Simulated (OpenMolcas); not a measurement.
**Run report: SP⁻, relativistic diatomic calculation (part 2 of 2)**

The same run, continued: SP⁻. Method: SA-CASSCF(10,7)/XMS-CASPT2 + RASSI spin-orbit (X2C scalar, AMFI), ANO-RCC-VTZP (OpenMolcas).

### Output (extracts), continued
```
++ Dipole transition strengths (spin-free states):
     for osc. strength at least  1.00000000E-05
      From   To        Osc. strength     Einstein coefficients Ax, Ay, Az (sec-1)    Total A (sec-1)
         1   13       1.15386964E-02  7.90578333E+06  2.18873286E+03  0.00000000E+00  7.90797206E+06
         1   14       1.15386966E-02  2.18873278E+03  7.90578380E+06  0.00000000E+00  7.90797253E+06
         1    5       1.42446759E-01  0.00000000E+00  0.00000000E+00  1.05492676E+08  1.05492676E+08
         1   15       1.10083377E-03  1.76611770E+02  1.09750182E+06  0.00000000E+00  1.09767843E+06
         1   16       1.10083374E-03  1.09750180E+06  1.76611468E+02  0.00000000E+00  1.09767841E+06
         6   17       5.49641235E-03  2.07262990E+06  2.03523783E+06  0.00000000E+00  4.10786773E+06
         6   18       5.49641210E-03  2.03523765E+06  2.07262993E+06  0.00000000E+00  4.10786758E+06
         6   10       4.21226551E-02  0.00000000E+00  0.00000000E+00  3.38274368E+07  3.38274368E+07
         6   11       1.02588634E-01  0.00000000E+00  0.00000000E+00  8.28395160E+07  8.28395160E+07
         6   19       2.09869105E-03  1.55416815E+06  4.65518178E+05  0.00000000E+00  2.01968633E+06
         6   20       2.09869067E-03  4.65518130E+05  1.55416784E+06  0.00000000E+00  2.01968597E+06
         7   17       5.48913302E-03  2.02735967E+06  2.06519862E+06  0.00000000E+00  4.09255830E+06
         7   18       5.48913277E-03  2.06519848E+06  2.02735966E+06  0.00000000E+00  4.09255814E+06
         7   10       1.02193392E-01  0.00000000E+00  0.00000000E+00  8.18779742E+07  8.18779742E+07
         7   11       4.21885986E-02  0.00000000E+00  0.00000000E+00  3.39881162E+07  3.39881162E+07
         7   19       2.09635554E-03  4.64066723E+05  1.54909474E+06  0.00000000E+00  2.01316147E+06
         7   20       2.09635540E-03  1.54909475E+06  4.64066584E+05  0.00000000E+00  2.01316134E+06
         8   17       2.28188874E-03  4.45526105E+03  1.35297261E+06  0.00000000E+00  1.35742787E+06
         8   18       2.28188919E-03  1.35297289E+06  4.45525914E+03  0.00000000E+00  1.35742815E+06
         8   19       6.01316132E-03  4.48952786E+06  2.49640482E+05  0.00000000E+00  4.73916834E+06
         8   20       6.01316179E-03  2.49640468E+05  4.48952824E+06  0.00000000E+00  4.73916871E+06
         8   12       1.46912450E-01  0.00000000E+00  0.00000000E+00  1.31547096E+08  1.31547096E+08
         9   17       6.50206570E-04  6.04845088E+04  1.91508473E+02  0.00000000E+00  6.06760173E+04
         9   18       6.50206597E-04  1.91508467E+02  6.04845128E+04  0.00000000E+00  6.06760213E+04
         9   19       1.30511300E-04  1.20351040E+03  2.20351597E+04  0.00000000E+00  2.32386701E+04
         9   20       1.30511307E-04  2.20351610E+04  1.20351042E+03  0.00000000E+00  2.32386715E+04
         2   13       2.27861027E-04  1.89111539E+03  2.12906547E+02  0.00000000E+00  2.10402194E+03
         2   14       2.27861067E-04  2.12906645E+02  1.89111641E+03  0.00000000E+00  2.10402306E+03
         3   13       2.21504282E-04  1.95580339E+02  1.73721767E+03  0.00000000E+00  1.93279801E+03
         3   14       2.21504311E-04  1.73721852E+03  1.95580448E+02  0.00000000E+00  1.93279897E+03
         4   13       2.08639223E-04  2.85245771E-01  1.01064799E+03  0.00000000E+00  1.01093324E+03
         4   14       2.08639285E-04  1.01064879E+03  2.85246042E-01  0.00000000E+00  1.01093403E+03
 Electric-quadrupole - electric-quadrupole not included
 Electric-dipole - electric-octupole not included
 Electric-dipole - magnetic-quadrupole not included
   Eigenvalues of complex Hamiltonian:
  (Shifted by EMIN (a.u.) =       -740.5421427354)
 SO State       Relative EMIN(au)   Rel lowest level(eV)    D:o, cm**(-1)      Omega
     1            -0.0000422451        0.0000000000              0.0000         0.0
     2            -0.0000112018        0.0008447310              6.8132         1.0
     3            -0.0000112018        0.0008447310              6.8132         1.0
     4             0.0211681529        0.5771643324           4655.1443         2.0
     5             0.0213517005        0.5821589179           4695.4283         2.0
     6             0.0376467552        1.0255699454           8271.7795         0.0
     7             0.1196925050        3.2581485324          26278.7401         0.0
     8             0.1281093131        3.4871815489          28126.0160         3.0
     9             0.1281093131        3.4871815489          28126.0160         3.0
    10             0.1290871025        3.5137885544          28340.6160         2.0
    11             0.1295597501        3.5266499505          28444.3501         2.0
    12             0.1305420065        3.5533785101          28659.9305         1.0
    13             0.1305420065        3.5533785101          28659.9305         1.0
    14             0.1337589013        3.6409146755          29365.9573         1.0
    15             0.1337589013        3.6409146755          29365.9573         1.0
    16             0.1338547501        3.6435228545          29386.9937         0.0
    17             0.1455238068        3.9610540645          31948.0556         2.0
    18             0.1455240718        3.9610612744          31948.1137         2.0
    19             0.1460497367        3.9753653464          32063.4839         1.0
    20             0.1460497398        3.9753654282          32063.4845         1.0
    21             0.1465838073        3.9898981474          32180.6988         0.0
    22             0.1466080096        3.9905567256          32186.0106         0.0
    23             0.1518125050        4.1321782588          33328.2653         0.0
    24             0.1518239820        4.1324905633          33330.7842         1.0
    25             0.1518239820        4.1324905632          33330.7842         1.0
    26             0.1737110340        4.7280675911          38134.4369         1.0
    27             0.1737110347        4.7280676083          38134.4370         1.0
    28             0.1755994092        4.7794528958          38548.8873         0.0
    29             0.1756013611        4.7795060117          38549.3157         0.0
    30             0.1761497097        4.7944273372          38669.6643         1.0
    31             0.1761497097        4.7944273372          38669.6643         1.0
    32             0.1766996965        4.8093932399          38790.3725         2.0
    33             0.1767040119        4.8095106679          38791.3196         2.0
    34             0.1793031033        4.8802355486          39361.7542         2.0
    35             0.1797334663        4.8919463208          39456.2080         2.0
    36             0.1942595037        5.2872199361          42644.3047         1.0
    37             0.1942595037        5.2872199361          42644.3047         1.0
    38             0.2045842670        5.5681710575          44910.3283         0.0
    39             0.2455118737        6.6818679715          53892.8997         3.0
    40             0.2455118737        6.6818679715          53892.8997         3.0
    41             0.2458600502        6.6913423375          53969.3156         2.0
    42             0.2458600514        6.6913423690          53969.3159         2.0
    43             0.2462084459        6.7008226669          54045.7796         1.0
    44             0.2462084536        6.7008228772          54045.7813         1.0
    45             0.2465546914        6.7102444876          54121.7717         0.0
    46             0.2465595305        6.7103761650          54122.8338         0.0
    47             0.2469060463        6.7198053408          54198.8852         1.0
    48             0.2469060463        6.7198053408          54198.8852         1.0
 Weights of the five most important spin-orbit-free states for each spin-orbit state.
 SO State  Total energy (au)           Spin-free states, spin, and weights
    1        -0.000042       1 1.0  0.9991    8 0.0  0.0008   13 1.0  0.0000   14 1.0  0.0000   21 2.0  0.0000
    2        -0.000011       1 1.0  0.9999   14 1.0  0.0000   22 2.0  0.0000   17 0.0  0.0000   21 2.0  0.0000
    3        -0.000011       1 1.0  0.9999   13 1.0  0.0000   21 2.0  0.0000   18 0.0  0.0000   22 2.0  0.0000
    4         0.021168       6 0.0  0.9999   13 1.0  0.0000   14 1.0  0.0000    3 1.0  0.0000    2 1.0  0.0000
    5         0.021352       7 0.0  0.9999   13 1.0  0.0000   14 1.0  0.0000    2 1.0  0.0000    3 1.0  0.0000
    6         0.037647       8 0.0  0.9991    1 1.0  0.0008   14 1.0  0.0000   13 1.0  0.0000    5 1.0  0.0000
    7         0.119693       9 0.0  0.9928    4 1.0  0.0070   13 1.0  0.0001   14 1.0  0.0001   15 1.0  0.0000
    8         0.128109       2 1.0  0.5971    3 1.0  0.4029   14 1.0  0.0000   22 2.0  0.0000   21 2.0  0.0000
    9         0.128109       2 1.0  0.5971    3 1.0  0.4029   13 1.0  0.0000   21 2.0  0.0000   22 2.0  0.0000
   10         0.129087       2 1.0  0.9994   13 1.0  0.0003   14 1.0  0.0003   11 0.0  0.0000    7 0.0  0.0000
   11         0.129560       3 1.0  0.9994   13 1.0  0.0003   14 1.0  0.0003   10 0.0  0.0000    6 0.0  0.0000
   12         0.130542       3 1.0  0.5968    2 1.0  0.4025   13 1.0  0.0006   18 0.0  0.0001    4 1.0  0.0000
   13         0.130542       3 1.0  0.5968    2 1.0  0.4025   14 1.0  0.0006   17 0.0  0.0001    4 1.0  0.0000
   14         0.133759       4 1.0  0.9993   14 1.0  0.0005   17 0.0  0.0001    5 1.0  0.0001    1 1.0  0.0000
   15         0.133759       4 1.0  0.9993   13 1.0  0.0005   18 0.0  0.0001    5 1.0  0.0001    1 1.0  0.0000
   16         0.133855       4 1.0  0.9919    9 0.0  0.0069   13 1.0  0.0006   14 1.0  0.0006   21 2.0  0.0000
   17         0.145524      13 1.0  0.4997   14 1.0  0.4997    2 1.0  0.0006    7 0.0  0.0000   11 0.0  0.0000
   18         0.145524      13 1.0  0.4997   14 1.0  0.4997    3 1.0  0.0006    6 0.0  0.0000   10 0.0  0.0000
   19         0.146050      13 1.0  0.9971    5 1.0  0.0014    4 1.0  0.0005   18 0.0  0.0004    3 1.0  0.0003
   20         0.146050      14 1.0  0.9971    5 1.0  0.0014    4 1.0  0.0005   17 0.0  0.0004    3 1.0  0.0003
   21         0.146584      14 1.0  0.4984   13 1.0  0.4984    5 1.0  0.0031    8 0.0  0.0001    1 1.0  0.0000
   22         0.146608      14 1.0  0.4994   13 1.0  0.4993    4 1.0  0.0010    9 0.0  0.0003   16 1.0  0.0000
   23         0.151813       5 1.0  0.9963   14 1.0  0.0016   13 1.0  0.0016   12 0.0  0.0004   16 1.0  0.0001
   24         0.151824       5 1.0  0.9984   14 1.0  0.0014   15 1.0  0.0001    4 1.0  0.0001   17 0.0  0.0001
   25         0.151824       5 1.0  0.9984   13 1.0  0.0014   16 1.0  0.0001    4 1.0  0.0001   18 0.0  0.0001
   26         0.173711      17 0.0  0.9993   14 1.0  0.0004   15 1.0  0.0001    5 1.0  0.0001    4 1.0  0.0001
   27         0.173711      18 0.0  0.9993   13 1.0  0.0004   16 1.0  0.0001    5 1.0  0.0001    4 1.0  0.0001
   28         0.175599      15 1.0  0.5000   16 1.0  0.5000   21 2.0  0.0000   22 2.0  0.0000    9 0.0  0.0000
   29         0.175601      16 1.0  0.4998   15 1.0  0.4998    5 1.0  0.0002   12 0.0  0.0001   21 2.0  0.0000
   30         0.176150      16 1.0  0.9989   19 0.0  0.0009    5 1.0  0.0001   18 0.0  0.0001   20 0.0  0.0000
   31         0.176150      15 1.0  0.9989   20 0.0  0.0009    5 1.0  0.0001   17 0.0  0.0001   19 0.0  0.0000
   32         0.176700      16 1.0  0.4942   15 1.0  0.4942   10 0.0  0.0116   21 2.0  0.0000   22 2.0  0.0000
   33         0.176704      15 1.0  0.4957   16 1.0  0.4957   11 0.0  0.0085   21 2.0  0.0000   22 2.0  0.0000
   34         0.179303      10 0.0  0.9884   16 1.0  0.0058   15 1.0  0.0058   14 1.0  0.0000   13 1.0  0.0000
   35         0.179733      11 0.0  0.9914   16 1.0  0.0043   15 1.0  0.0043   14 1.0  0.0000   13 1.0  0.0000
   36         0.194260      20 0.0  0.9990   15 1.0  0.0009   16 1.0  0.0000    5 1.0  0.0000    4 1.0  0.0000
   37         0.194260      19 0.0  0.9990
```

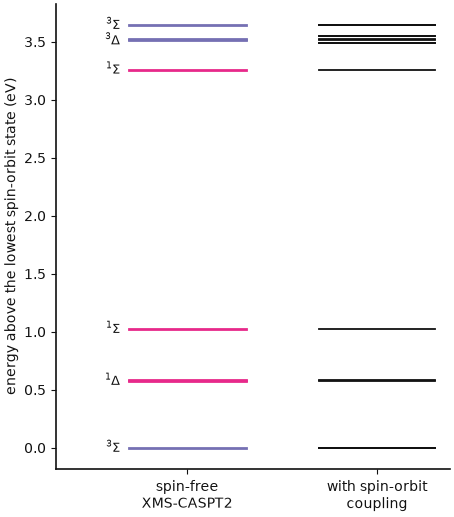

**Figure 1.** States up to 3.8 eV at 2.032 Å, without spin-orbit coupling (left, a colour for each spin multiplicity) and with it (right, where close levels merge). The spin-free states run ³Σ (0.00 eV), ¹Δ (0.58 eV), ¹Σ (1.02 eV), ¹Σ (3.26 eV), ³Δ (3.51 eV), ³Σ (3.64 eV) from the lowest. The lowest spin-orbit levels have |Ω| = 0 (0 cm⁻¹), 1 (7 cm⁻¹), 2 (4,655 cm⁻¹), 2 (4,695 cm⁻¹), 0 (8,272 cm⁻¹).

### Results in brief

- outcome: converged; components of a degenerate state are split by 104 cm⁻¹; whether the anion is bound against detachment isn't tested
- lowest spin-free state: ³Σ
- lowest spin-orbit level: Ω = 0, −740.54218 hartree
- next level: Ω = 1, 7 cm⁻¹
- wall time: 26 s

### Notes

To bear in mind: the two components of ³Δ at 3.53 eV, degenerate in CASSCF as they must be, are split by 104 cm⁻¹ in XMS-CASPT2, an artefact that passes into its spin-orbit levels; the run doesn't test whether the anion keeps its extra electron; the basis has no added diffuse functions, and states above the detachment threshold, which may include the lowest, are held only by it.
